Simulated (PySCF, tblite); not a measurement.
# C₆H₁₀OSi₂: geometry, infrared bands and NMR shifts

Aim: predict the infrared bands and NMR shifts of C₆H₁₀OSi₂ (`C#C[C@@H]1C(=O)[SiH2][C@@H]1[SiH2]C`).

Computed with tblite 0.8.0 and PySCF 2.14.0, with density-fitted response routines of our own, on a single molecule in the gas phase. Atoms count from 0, in the outputs and in this text.

**1. The starting structure**

19 atoms, charge 0, multiplicity 1; geometry from: force field or distance geometry start.

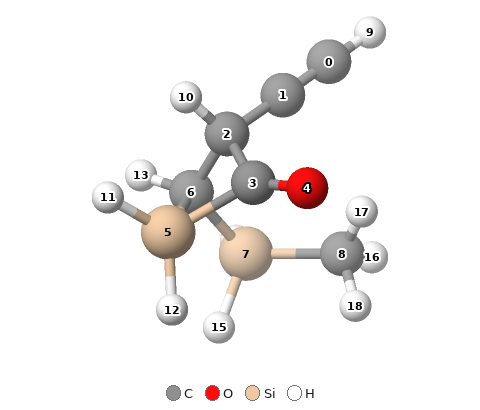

The starting geometry (carbon grey, oxygen red, silicon light orange, hydrogen white), atoms numbered.

**2. Geometry optimisation with GFN2-xTB**

What the job is given:

```
{"job": {"kind": "relax", "xc": "GFN2-xTB", "basis": "xTB"}, "charge": 0, "multiplicity": 1}
C      1.896100     2.079600     0.898100
C      1.625600     1.091200     0.252900
C      1.326900    -0.097900    -0.512700
C      0.369100     0.119800    -1.632000
O     -0.023700     1.069100    -2.288200
Si     0.014200    -1.692100    -1.575600
C      0.480500    -1.117500     0.154300
Si    -0.994500    -0.582900     1.109200
C     -1.573200     1.130600     0.798800
H      2.126700     2.957600     1.458500
H      2.250100    -0.572900    -0.929500
H      1.036100    -2.508800    -2.231800
H     -1.368800    -2.097300    -1.717300
H      1.055300    -1.928500     0.697800
H     -0.789200    -0.752300     2.559800
H     -2.111900    -1.501500     0.732300
H     -1.874700     1.584500     1.791800
H     -0.914900     1.762700     0.211600
H     -2.539300     1.066000     0.214500
```

Command:

```console
> OMP_NUM_THREADS=1 python probes_run.py task.json out
```

This one command runs all jobs of the session in turn.

**Question.** This job is followed by: GFN2-xTB harmonic vibrations, gas phase; GIAO PBE0/pcSseg-1 NMR shielding, non-relativistic, gas phase. What will the session give for the following? strongest single infrared mode (GFN2-xTB); zero-point energy (GFN2-xTB); ¹³C shifts against TMS (PBE0/pcSseg-1); ¹H shifts against TMS (PBE0/pcSseg-1, means over atoms taken as alike); ¹⁷O shifts against H2O (PBE0/pcSseg-1); ²⁹Si shifts against TMS (PBE0/pcSseg-1).

The runs gave:

```
                                                              quantity                                               value
                             strongest single infrared mode (GFN2-xTB)                               2192 cm⁻¹, 367 km/mol
                                          zero-point energy (GFN2-xTB)                                       81.7 kcal/mol
                                ¹³C shifts against TMS (PBE0/pcSseg-1)              239.3, 85.3, 84.7, 59.3, 3.0, -7.6 ppm
¹H shifts against TMS (PBE0/pcSseg-1, means over atoms taken as alike)  5.25, 5.05, 4.73, 4.34, 4.26, 2.15, 1.42, 0.33 ppm
                                ¹⁷O shifts against H2O (PBE0/pcSseg-1)                                           846.8 ppm
                               ²⁹Si shifts against TMS (PBE0/pcSseg-1)                                    -19.6, -44.2 ppm
```

**Reading.** The optimisation took 110 steps and gained 0.926 eV; among the close pairs (by a distance rule), C3–Si5 changed most, from 1.847 to 1.931 Å. All 51 modes are real, so the xTB geometry is a minimum. The strongest single mode, at 2192 cm⁻¹, moves mainly H15. Unscaled tight-binding wavenumbers are off by several per cent, some by more. Its intensities can rank the bands wrongly. At PBE0/pcSseg-1: The widest tensor belongs to O4: span 1658 ppm, with a paramagnetic part of -908 ppm.
